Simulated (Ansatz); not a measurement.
**What NbB3 (built on the sites of a database entry of TaGa3) distorts into**

Wanted: the energy along a soft mode of NbB3 (built on the sites of a database entry of TaGa3) and the structure at the end.

Method: DFT PBE+D3(BJ), scalar-relativistic, plane waves, PAW, in Ansatz 0.2.0.

The structure was built from a prototype and need not be the compound's stable phase.

## Step 1: Starting point

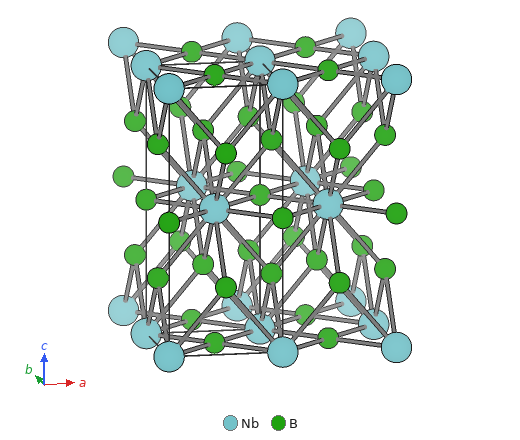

Start, viewed slightly off an axis; niobium teal, boron green. 2×2×1 cells are drawn. This picture shows the conventional cell, with its axes. Some periodic images of atoms are drawn too.

## Step 2: Phonons on a q mesh

The cell comes from relaxations at this level that are not shown. Stability and thermal properties need the whole zone. Linear response on a 2×2×2 q mesh gives force constants as far as a supercell of that size would.

Input file input.yaml:

```yaml
crystal:
  lattice:
    - [-1.5605918717, 1.5605918717, 3.6826816775]
    - [1.5605918717, -1.5605918717, 3.6826816775]
    - [1.5605918717, 1.5605918717, -3.6826816775]
  atoms:
    - { symbol: Nb, position: [0.0, 0.0, 0.0] }
    - { symbol: B, position: [0.5, 0.5, 0.0] }
    - { symbol: B, position: [0.75, 0.25, 0.5] }
    - { symbol: B, position: [0.25, 0.75, 0.5] }
kpoints:
  mp_grid: { grid: [20, 20, 20] }
hamiltonian:
  xc: pbe
  dispersion: d3bj
scf:
  occupations: { method: methfessel_paxton, width: 0.2 }
output:
  eigenvalues: true
phonons:
  method: dfpt
  qmesh: [2, 2, 2]
  temperatures: { t_max: 1000, t_step: 50 }
  qpath:
    path:
      - [[0.0, 0.0, 0.0], [0.0, 0.0, 0.5], [0.25, 0.25, 0.25], [0.0, 0.5, 0.0], [0.0, 0.0, 0.0], [0.5, 0.5, -0.5], [0.29489421, 0.70510579, -0.29489421]]
      - [[-0.29489421, 0.29489421, 0.29489421], [0.0, 0.0, 0.0]]
      - [[0.0, 0.0, 0.5], [-0.08978842, 0.08978842, 0.5]]
      - [[0.5, 0.5, -0.08978842], [0.5, 0.5, -0.5]]
    npoints: 10
```

Started as:

```
ansatz run input.yaml --threads 8 --pin off --max-ram 14336MiB --backend cpu --events-out ev --progress --plain --runs-dir out
```

Numbers of over 12 decimals in the logs are rounded to 6 here.

Output:

```text
Warning: phonons: the dynamical matrix that this run interpolates holds no multipole term above the dipole-dipole one, and a site of this crystal is no centre of inversion, so its interpolated transverse optical and acoustic branches and sound speeds can stay off near Gamma, and the density of states and the thermodynamics with them. What a run solves at a wave vector of phonons.qpoints, Gamma apart, where the deck admits one, is free of this, and under fd what a larger phonons.supercell samples
Engine: ansatz 0.2.0, x86_64-unknown-linux-gnu
Pseudopotentials: kind: paw
Pseudopotential: Nb, paw, valence charge 13, recommended cutoff 420 eV (normal), Nb.paw.azcp
Pseudopotential: B, paw, valence charge 3, recommended cutoff 420 eV (normal), B.paw.azcp
Functional definition: PBE
  parameter kappa = 0.804
  parameter beta = 0.066725
  exchange = pbe_x(kappa = kappa, mu = beta*pi^2/3)
  correlation = pbe_c(beta = beta)
Crystal: 4 atoms, lattice volume = 35.876 Å³
Basis set: ecut = 420 eV, 713 PW (Γ), exchange–correlation on 60×60×60 points (8 copies of the dense FFT grid, shifted against one another)
Bands: 15, of which v1, the nominal top of the filled ones, is band 11 counted from 1 (10 counted from 0)
Symmetry: 16 space group operations
k-points: 641 of 8000
Non-local potential: Nb, projectors of the file, l = 0: 3, l = 1: 2, l = 2: 2, l = 3: 1
Non-local potential: B, projectors of the file, l = 0: 2, l = 1: 2, l = 2: 1
PAW form: soft (Blöchl's): semilocal exchange-correlation on the pseudo side does not see the compensation charge
PAW one-centre angular grid: Nb, 590 points (default); XC on 64 Gauss nodes
PAW one-centre angular grid: B, 110 points (default); XC on 64 Gauss nodes
Initial density: superposition of atomic densities (neutral atoms: chi_scale 0, normalization atom), corrected by the library's trained network
Initial wavefunctions: pseudopotential atomic-orbital guess
Functional: x = pbe(κ = 0.804, μ = 0.219515), c = pbe(β = 0.066725)
SCF iter   1: F=—  HF=-5020.176156 eV  |F-HF|=—  |Δ(HF+E_count)|=         —  Δρ=6.08e-3  dr2=1.14e-2  ethr=1.77e-3  ⟨swp⟩=5.5  Hψ=47267  notcnv=0
preconditioner: auto → Kerker (q_TF=auto, 2.515 Å⁻¹)  [metal: Δε(μ)=0.014 eV  Ē_g=8.239 eV  σ=0.200 eV  W_gap=0.06  n_scr=10 (ndim 8)  ℏωp=23.2 eV  f_vac=0.000  D(μ)=0.59/eV (n_scr^D=2)]
SCF iter   2: F=—  HF=-5020.174289 eV  |F-HF|=—  |Δ(HF+E_count)|=   1.87e-3  S|Δr|=    0.00e0  Δρ=3.40e-3  dr2=3.44e-3  ethr=5.20e-5  ⟨swp⟩=1.2  Hψ=15240  notcnv=0
SCF iter   3: F=—  HF=-5020.173500 eV  |F-HF|=—  |Δ(HF+E_count)|=   7.90e-4  S|Δr|=    0.00e0  Δρ=5.64e-4  dr2=1.07e-4  ethr=1.56e-5  ⟨swp⟩=2.5  Hψ=16198  notcnv=0
SCF iter   4: F=—  HF=-5020.173466 eV  |F-HF|=—  |Δ(HF+E_count)|=   3.37e-5  S|Δr|=    0.00e0  Δρ=1.11e-4  dr2=4.53e-6  ethr=4.86e-7  ⟨swp⟩=2.8  Hψ=16225  notcnv=0
SCF iter   5: F=—  HF=-5020.173466 eV  |F-HF|=—  |Δ(HF+E_count)|=   1.58e-7  S|Δr|=    0.00e0  Δρ=2.77e-5  dr2=1.84e-7  ethr=2.06e-8  ⟨swp⟩=2.5  Hψ=14166  notcnv=0
SCF iter   6: F=—  HF=-5020.173466 eV  |F-HF|=—  |Δ(HF+E_count)|=   4.48e-8  S|Δr|=    0.00e0  Δρ=4.26e-6  dr2=5.66e-9  ethr=8.37e-10  ⟨swp⟩=2.6  Hψ=15035  notcnv=0
SCF iter   7: F=—  HF=-5020.173466 eV  |F-HF|=—  |Δ(HF+E_count)|=  4.95e-10  S|Δr|=    0.00e0  Δρ=5.80e-7  dr2=5.70e-11  ethr=2.57e-11  ⟨swp⟩=2.6  Hψ=14244  notcnv=0
SCF iter   8: F=-5020.173466 eV  HF=-5020.173466 eV  |F-HF|=1.82e-12  |Δ(HF+E_count)|=  3.27e-11  S|Δr|=    0.00e0  Δρ=8.22e-8  dr2=1.35e-12  ethr=1.00e-12  ⟨swp⟩=5.0  Hψ=38097  notcnv=0
the search or the solves at the SCF's close seem to have found levels that the self-consistency loop had missed (the run counts 1). By its estimate they hold under 1e-12 electrons; where the run keeps them, the occupations were computed again with them
SCF 1 converged in 8 iterations: F = -5020.173466 eV  dr2 = 1.35e-12
  greatest PAW one-centre occupation: 0.998 electrons in one spin orbital (limit 2), on the Nb atom at site 0 (counted from 0), in its partial waves of l = 0
Initial density: read from a saved state, or passed on in memory by an earlier SCF of this step, an earlier step, the calling program or the single point that the run made first
iter 1 solved again at ethr=3.53e-8 eV; its pass at ethr=3.10e-3 eV (dr2=7.77e-6 eV) is discarded
SCF iter   1: F=—  HF=-5020.173466 eV  |F-HF|=—  |Δ(HF+E_count)|=         —  Δρ=4.26e-7  dr2=8.41e-11  ethr=3.53e-8  ⟨swp⟩=3.0  Hψ=73778  notcnv=0
eigensolver tolerance schedule: the retry pair's looser diagonalisation over-reported the residual by 92354.32 of it (diagonalisation noise at an unbounded share of the residual, at the tolerance the schedule requests for it); recorded, not acted on — ethr = c·dr2/N_el stays at c = 1.0e-1
preconditioner: auto → Kerker (q_TF=auto, 2.515 Å⁻¹)  [metal: Δε(μ)=0.016 eV  Ē_g=8.239 eV  σ=0.200 eV  W_gap=0.07  n_scr=10 (ndim 8)  ℏωp=23.2 eV  f_vac=0.000  D(μ)=0.59/eV (n_scr^D=2)]
SCF iter   2: F=—  HF=-5020.173466 eV  |F-HF|=—  |Δ(HF+E_count)|=   5.79e-7  S|Δr|=    0.00e0  Δρ=2.74e-7  dr2=4.25e-11  ethr=1.00e-12  ⟨swp⟩=3.0  Hψ=23156  notcnv=0
SCF iter   3: F=—  HF=-5020.173466 eV  |F-HF|=—  |Δ(HF+E_count)|=  5.46e-12  S|Δr|=    0.00e0  Δρ=1.60e-7  dr2=1.34e-11  ethr=1.00e-12  ⟨swp⟩=1.0  Hψ=9615  notcnv=0
SCF iter   4: F=-5020.173466 eV  HF=-5020.173466 eV  |F-HF|=9.09e-13  |Δ(HF+E_count)|=  3.64e-12  S|Δr|=    0.00e0  Δρ=4.14e-8  dr2=7.23e-13  ethr=1.00e-12  ⟨swp⟩=2.1  Hψ=19524  notcnv=0
SCF 2 converged in 4 iterations: F = -5020.173466 eV  dr2 = 7.23e-13
phonons: the bands overlap, so this run is a metal and interpolates without the dipole-dipole term. If the crystal is really an insulator or semiconductor, its LO-TO splitting is missing
NSCF: frozen V_eff on 641 k-points
NSCF: frozen V_eff on 1166 k-points
DFPT response loops at q = (0, 0, 0) (fractional): preconditioner auto → Kerker (q_TF=auto, 2.515 Å⁻¹) (partly filled bands, converged f_vac=0.000); β = 1.00, the filter's whole step (`scf.mixing.beta` (0.50) is not read by the response loops under this deck's `scf.mixing.preconditioner`; to damp them name `kerker` or `kerker_dos`, under which they read `scf.mixing.beta`, and type it under 1.00, their step now; both keys bind the ground state too); Broyden in place of MSR1
NSCF: frozen V_eff on 4224 k-points
DFPT response loops at q = (0, 0, -0.5) (fractional): mixed as the last ones told, above
NSCF: frozen V_eff on 4224 k-points
DFPT response loops at q = (0, -0.5, 0) (fractional): mixed as the last ones told, above
NSCF: frozen V_eff on 2332 k-points
DFPT response loops at q = (-0.5, -0.5, -0.5) (fractional): mixed as the last ones told, above
SCF converged after 8 iterations
Stability not checked: this state was not tested for a lower state beside it, because cold or Methfessel-Paxton smearing, or corrected tetrahedra, fill the levels in a way that the test cannot read (fill_not_monotonic; see scf.lower_state_search)
Free energy (F): -5020.173466 eV
Harris-Foulkes:  -5020.173466 eV  (|F-HF|=1.82e-12)
Internal energy: -5020.173861 eV  (E = F + TS)
E sigma→0 (E₀):  -5020.173565 eV
Entropy (-TS):   0.000395 eV (0.099 meV/atom)
Fermi energy:    15.989449 eV
Step filling:    the computed levels leave a gap of 0.0036 eV = 0.0 smearing widths at the electron count; against every level under it full and every level over it empty, smearing changes F+E_penalty+E_count by +0.082 meV and its σ→0 estimate by -0.017 meV
--- Per-component energies (eV) ---
  E_band       = -21.291838
  E_kinetic    = 538.216724
  E_local      = -838.128099  (includes V_loc(G=0)·N_el)
  E_nonlocal   = 154.408701
  E_hartree    = 284.247195
  E_xc         = -272.920514
  E_vxc        = -328.963748  (∫ρ·V_xc dr)
  E_paw        = -3308.796895  (= ΣΔE_a)
  E_vpaw       = -115.319803  (= ΣTr[D̂ρ^β])
  E_aug_tail   = 0.000002  (compensation charges beyond the density's cutoff)
  E_ewald      = -1575.698018
  E_disp       = -1.502955  (pairwise vdW)
  E_smearing   = 0.000395  (= −TS)
  E_closure    = 0.000000  (closes the sum)
  Σ components = -5020.173466   (vs F -5020.173466, Δ=0.00e0)
--- Band table (eV; the first three rows and the last of 641) ---
  k-point 0: bands = [... 7 lower, 11.5634, 12.1902, 12.1902, 16.8740, 16.8740, 17.0103, 17.3901, 21.1606]
  k-point 1: bands = [... 7 lower, 11.5596, 11.9970, 12.4936, 15.6759, 17.0177, 17.2964, 18.5187, 20.6015]
  k-point 2: bands = [... 7 lower, 11.5251, 11.5593, 13.0103, 14.2837, 17.4262, 18.0442, 19.6902, 19.9654]
  k-point 640: bands = [... 7 lower, 13.3990, 13.3990, 14.2794, 16.6493, 16.6493, 17.5092, 19.0692, 19.0692]
--- Phonons (Γ-DFPT): 6 representative perturbations + reference (Σ response iterations 18) ---
  ASR residual: 2.098e-5 → 0.000e0 eV/Å²; symmetrization residual: 3.588e-6 eV/Å²
  pairwise dispersion correction: d3bj (s6 = 1.0, s8 = 0.7875, a1 = 0.4289, a2_bohr = 4.4407), with the weights of each atom's references fixed at the reference crystal's, and the forces and stress that the weights' published response gives there kept as a pressure on the atom's counted neighbours (hamiltonian.dispersion)
  ASR residual per site (eV/Å²): 2.10e-5 8.88e-6 1.94e-5 1.94e-5
  Γ frequencies (cm⁻¹): -461.49 -297.65 -297.65 0.00 0.00 0.00 262.18 262.18 477.47 546.24 670.75 670.75
--- Phonons (arbitrary-q DFPT): 4 irreducible q on the 2×2×2 mesh ---
  q = [0.0000, 0.0000, 0.0000] (star 1, of the zone-centre solve; hermiticity 2.87e-7, symmetrization 9.95e-15): -461.49 -297.65 -297.65 -0.00 0.00 0.00 262.18 262.18 477.47 546.24 670.75 670.75
  q = [0.0000, 0.0000, -0.5000] (star 2, 6 solved perturbations in 9834 linear systems a pass and spin channel, the states on 2112 of 8000 k-point pairs; hermiticity 9.66e-8, symmetrization 4.58e-14): -455.39 -292.85 228.61 237.43 281.28 289.30 414.71 433.07 530.42 541.75 701.61 711.87
  q = [0.0000, -0.5000, 0.0000] (star 4, 9 solved perturbations on 2112 of 8000 k-point pairs; hermiticity 7.11e-8, symmetrization 1.67e-14): -403.92 -103.67 167.03 201.23 312.97 331.88 352.11 369.49 532.19 548.62 582.15 724.28
  q = [-0.5000, -0.5000, -0.5000] (star 1, 6 solved perturbations in 5421 linear systems a pass and spin channel, the states on 1166 of 8000 k-point pairs; hermiticity 1.51e-7, symmetrization 3.71e-14): -370.83 -314.44 -314.44 164.80 164.80 306.21 320.22 320.22 562.00 562.93 663.08 663.08
  sum rule: each row above includes the acoustic sum rule's correction from the zone centre's row sums; it moved no ω² by more than (0.70 cm⁻¹)²
  mesh force constants: q→R imaginary residual 3.47e-18; ASR residual 2.098e-5 → 0.000e0 eV/Å²; symmetrization residual 2.132e-14 eV/Å²
  interpolated dispersion: 94 rows × 12 modes
  density of states and harmonic sums: on the 22×22×28 q-mesh, interpolated from the force constants of a 2×2×2 supercell (no non-analytic term)
  largest difference from the sums on the solved wave vectors: F 7.90e-2 eV, S 1.11e-4 and C_V 3.57e-5 eV/K
  zero-point energy: 0.246684 eV/cell   skipped modes (ω ≤ 0): 7838, of them read as no rigid motion or as one in doubt: 7835 (2.251e0 modes/cell left out, lowest -461.49 cm⁻¹)   left out of the sums: 1.88e-1 of the cell's modes: C_V's classical limit lies that fraction below 3 k_B per atom; for a crystal, a wire or a layer, F and S can be off by more, and a phonons.interpolated_qmesh denser along its periods is the remedy for the sampling
```

Wall time 4.1 min (8 threads of Intel Xeon Platinum 8488C (Sapphire Rapids), shared host); peak memory 3.2 GiB; 30 min of CPU time.

Reading the cycles: dr2 is the Hartree energy of the density residual (eV), the measure of convergence; HF is the Harris–Foulkes estimate of the energy, which meets the free energy F at convergence.

This step gave:

| Item | Value |
| --- | --- |
| volume per atom | 8.969 Å³ |
| gap on the k-mesh | 0 eV |
| sum-rule residual before enforcement | 2.10e-5 eV/Å² |
| lowest frequency on the path | -461.5 cm⁻¹ |
| point group | 4/mmm |
| highest frequency on the path or at a solved wavevector | 724.3 cm⁻¹ |
| highest optical mode at the zone centre (no LO-TO term) | 670.8 cm⁻¹ |
| lowest optical zone-centre mode | -461.5 cm⁻¹ |
| lowest mode on the q mesh (acoustic modes at Γ apart) | -461.5 cm⁻¹ |

Frequencies (cm⁻¹) solved at each irreducible wavevector; negative means imaginary. Frequencies by wavevector, by row:

```
q in reciprocal lattice units  star  mode 1  mode 2  mode 3  mode 4  mode 10  mode 11  mode 12
                        0 0 0     1  -461.5  -297.6  -297.6       0    546.2    670.8    670.8
                     0 0 -0.5     2  -455.4  -292.9   228.6   237.4    541.8    701.6    711.9
                     0 -0.5 0     4  -403.9  -103.7     167   201.2    548.6    582.1    724.3
               -0.5 -0.5 -0.5     1  -370.8  -314.4  -314.4   164.8    562.9    663.1    663.1
```

Interpolated from a 2×2×2 q mesh, rough between the solved points. The phonon branches at the labelled points (cm⁻¹):

```csv
point,branch 1,branch 2,branch 3,branch 4,branch 9,branch 10,branch 11,branch 12
Γ,-462,-298,-298,0,478,546,671,671
X,-455,-293,229,237,530,542,702,712
P,-455,-169,-87,256,536,536,707,707
N,-404,-104,167,201,532,549,582,724
Γ,-462,-298,-298,0,478,546,671,671
M,-371,-314,-314,165,562,563,663,663
S,-394,-88,198,231,543,550,589,719
jump to S0,-394,-88,198,231,543,550,589,719
Γ,-462,-298,-298,0,478,546,671,671
jump to X,-455,-293,229,237,530,542,702,712
R,-446,-261,212,260,533,544,690,709
jump to G′,-446,-261,212,260,533,544,690,709
M,-371,-314,-314,165,562,563,663,663
```

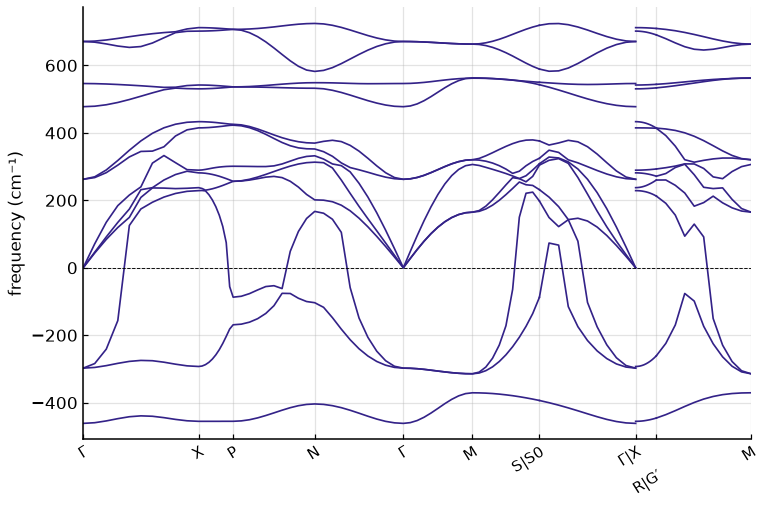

Phonon branches along the path.

Symmetry leaves 4 wavevectors to solve. The lowest mode among them, the acoustic zeros apart, lies at Γ and is imaginary, 461.5i cm⁻¹, so the energy falls along it.

## Step 3: The mode frozen in, largest atomic shift 0 Å

The mode followed lies at Γ with frequency 461.5i cm⁻¹, the softest among the wavevectors solved. At small amplitude the distorted cell has space group no. 107 by a symmetry search on the positions. The undistorted cell that holds it gives the zero of energy on the same k mesh.

input.yaml, the sections that differ from step 2:

```yaml
output:
  forces: true
  stress: true
  eigenvalues: true
# crystal, kpoints, hamiltonian, scf: as in step 2
# phonons: removed
```

Output:

```text
[...]
Crystal: 4 atoms, lattice volume = 35.876 Å³
Basis set: ecut = 420 eV, 713 PW (Γ), exchange–correlation on 60×60×60 points (8 copies of the dense FFT grid, shifted against one another)
Bands: 15, of which v1, the nominal top of the filled ones, is band 11 counted from 1 (10 counted from 0)
Symmetry: 16 space group operations
[...]
k-points: 641 of 8000
[...]
--- Band table (eV; the first three rows and the last of 641) ---
  k-point 0: bands = [... 7 lower, 11.5635, 12.1902, 12.1902, 16.8741, 16.8741, 17.0102, 17.3901, 21.1606]
  k-point 1: bands = [... 7 lower, 11.5596, 11.9970, 12.4936, 15.6759, 17.0177, 17.2964, 18.5188, 20.6015]
  k-point 2: bands = [... 7 lower, 11.5251, 11.5593, 13.0103, 14.2837, 17.4262, 18.0442, 19.6902, 19.9654]
  k-point 640: bands = [... 7 lower, 13.3990, 13.3990, 14.2794, 16.6493, 16.6493, 17.5092, 19.0693, 19.0693]
[key lines of the parts left out:]
SCF converged after 6 iterations
Free energy (F): -5020.173466 eV
Fermi energy:    15.989459 eV
P = ⅓ Tr σ = 0.0003 GPa (0.003 kbar)
```

The job ended after 2 s (8 threads; peak memory 0.69 GiB; 13 s of CPU time).

This step gave:

```
pressure                         : 3.47e-4 GPa
energy from the undistorted cell : 0 meV/atom
```

The run ends at a pressure of 0.00 GPa.

## Step 4: The mode frozen in, largest atomic shift 0.6 Å

The atoms are moved along the unstable eigenvector, the largest shift by 0.6 Å, with the cell fixed.

input.yaml, the sections that differ from step 3:

```yaml
crystal:
  lattice:
    - [-1.5605918717, 1.5605918717, 3.6826816775]
    - [1.5605918717, -1.5605918717, 3.6826816775]
    - [1.5605918717, 1.5605918717, -3.6826816775]
  atoms:
    - { symbol: Nb, position: [-0.0069070879, -0.0069070879, 0.0] }
    - { symbol: B, position: [0.5814623761, 0.5814623761, 0.0] }
    - { symbol: B, position: [0.7389502395, 0.2389502395, 0.5] }
    - { symbol: B, position: [0.2389502395, 0.7389502395, 0.5] }
# kpoints, hamiltonian, scf, output: as in step 3
```

Output:

```text
[...]
Crystal: 4 atoms, lattice volume = 35.876 Å³
Basis set: ecut = 420 eV, 713 PW (Γ), exchange–correlation on 60×60×60 points (8 copies of the dense FFT grid, shifted against one another)
Bands: 15, of which v1, the nominal top of the filled ones, is band 11 counted from 1 (10 counted from 0)
Symmetry: 8 space group operations
[...]
k-points: 641 of 8000 (time reversal used)
[...]
--- Band table (eV; the first three rows and the last of 641) ---
  k-point 0: bands = [... 7 lower, 10.7304, 11.6113, 11.7923, 16.6856, 17.7282, 18.4070, 18.4070, 20.0269]
  k-point 1: bands = [... 7 lower, 10.4794, 11.7778, 12.0428, 16.8291, 16.8649, 18.5433, 19.1789, 19.6521]
  k-point 2: bands = [... 7 lower, 10.2244, 12.0294, 12.4034, 15.7007, 17.3748, 18.9300, 19.0389, 20.0755]
  k-point 640: bands = [... 7 lower, 11.8644, 11.8644, 14.0243, 16.3888, 16.3888, 17.8699, 18.8496, 19.3026]
[key lines of the parts left out:]
SCF converged after 6 iterations
Free energy (F): -5021.371179 eV
Fermi energy:    16.088266 eV
P = ⅓ Tr σ = -7.2456 GPa (-72.456 kbar)
```

The job ended after 3.1 s (8 threads; peak memory 0.79 GiB; 22 s of CPU time).

Numbers from this step:

```
pressure                         : -7.246 GPa
energy from the undistorted cell : -299.5 meV/atom
```

The energy, extrapolated to zero smearing, is -299.47 meV/atom against the undistorted cell.

The run ends at a pressure of -7.25 GPa, with forces up to 2.4 eV/Å.

## Step 5: Energy along the mode, all amplitudes (two of the runs are shown above)

An imaginary frequency means negative curvature, so the energy should fall and then rise again as anharmonic terms take over.

This step gave:

- depth at the lowest point sampled: 299.5 meV/atom
- largest atomic shift at that point: 0.6 Å

The energy from the parent by largest atomic shift:

```csv
largest atomic shift (Å),energy from the parent (meV/atom)
0.000,0
0.040,-1.86
0.080,-7.40
0.140,-22.4
0.220,-53.9
0.320,-109
0.450,-196
0.600,-299
```

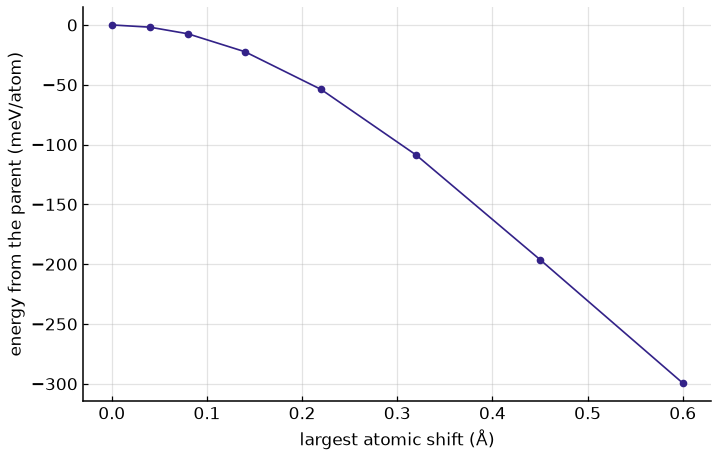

Energy from the parent, plotted against largest atomic shift.

Displacement at unit largest shift by atom:

```csv
atom,x (Å),y (Å),z (Å),size
Nb1,0.00,0.00,-0.09,0.09
B2,0.00,0.00,1.00,1.00
B3,0.00,0.00,-0.14,0.14
B4,0.00,0.00,-0.14,0.14
```

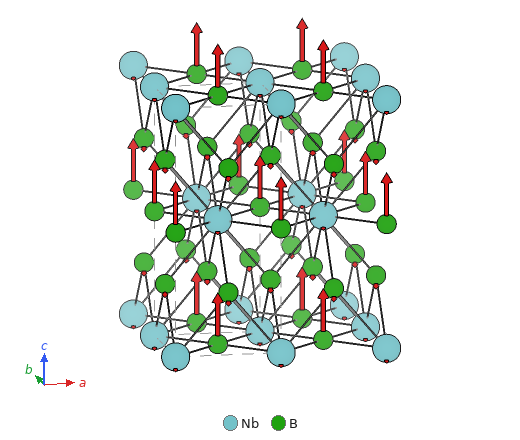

Displacement at unit largest shift as arrows, the longest 1 Å. 2×2×1 conventional cells are drawn. Some periodic images of atoms are drawn too.

The lowest of the steps tried is the last one, at 0.6 Å, 299 meV/atom below the parent; the bottom of the well need not coincide with a step.

[end of part 1 of 2]

[Logs are printed without paths, hosts, clocks, repeated set-up lines and the standing remarks that a program may print on its own settings, such as how far it seeks lower states.]

[Hosts, paths, dates, database ids (printed as entryN), source tags and the programs' standing remarks are cut or masked in the printed files.]
